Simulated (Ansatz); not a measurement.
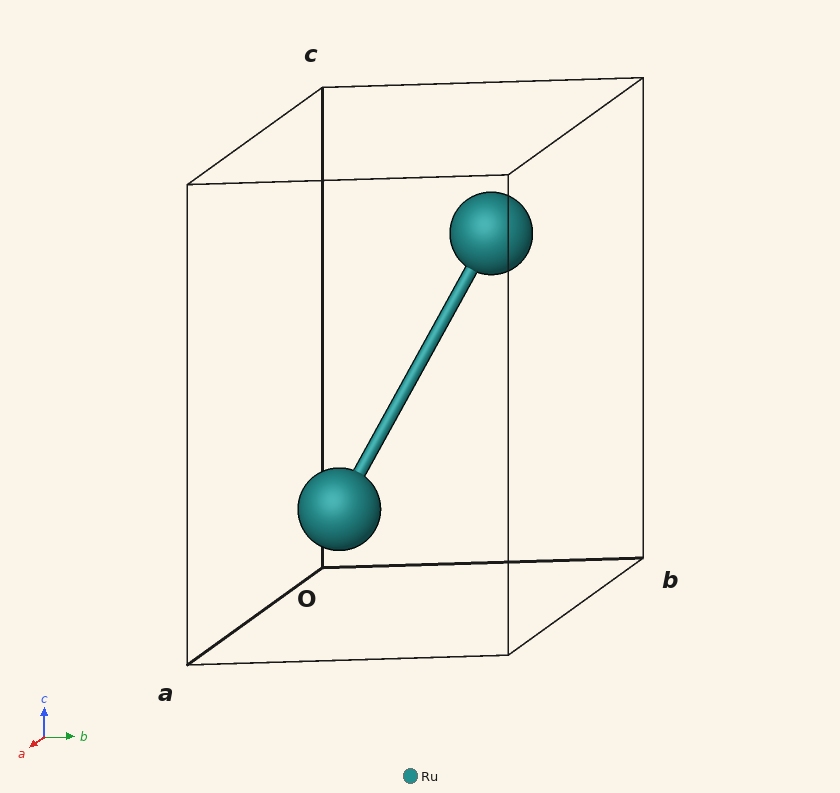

One unit cell is drawn above. Crystal: Ru, the input geometry of an electronic-structure calculation (not necessarily at equilibrium). The drawing is computed from the coordinates (standard cell, symmetry found to 0.002 Å).

```cif
data_structure
_symmetry_space_group_name_H-M 'P 1'
_symmetry_Int_Tables_number 1
_cell_length_a 2.7197
_cell_length_b 2.7197
_cell_length_c 4.2980
_cell_angle_alpha 90.000
_cell_angle_beta 90.000
_cell_angle_gamma 120.000
_cell_volume 27.53
loop_
_atom_site_label
_atom_site_type_symbol
_atom_site_fract_x
_atom_site_fract_y
_atom_site_fract_z
_atom_site_occupancy
Ru1 Ru 0.33333 0.66667 0.75000 1
Ru2 Ru 0.66667 0.33333 0.25000 1
```

### What is its point group?

6/mmm (D6h), order 24, hexagonal system: one sixfold axis, six twofold axes, seven mirror planes, an inversion centre.

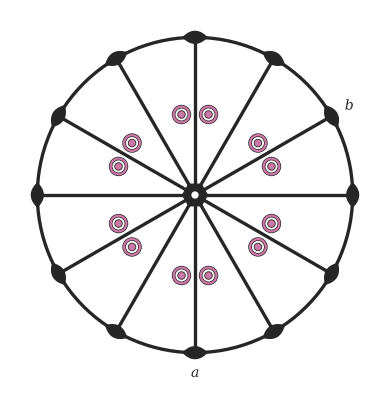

Stereographic projection: filled dots lie in the upper hemisphere, open rings in the lower; heavy lines are mirror planes (a heavy rim: a mirror in the plane of the page); lens, triangle, square and hexagon are 2-, 3-, 4- and 6-fold axes, a lens in an open square is −4, a triangle in an open hexagon −6; thin dashed diameters join the ends of axes that lie in the page; a small open circle marks inversion. The poles are one general form. The c axis points at the viewer.

### What does this class allow?

Class 6/mmm is centrosymmetric, so neither piezoelectric nor pyroelectric; it is not chiral. Its Laue class is 6/mmm.
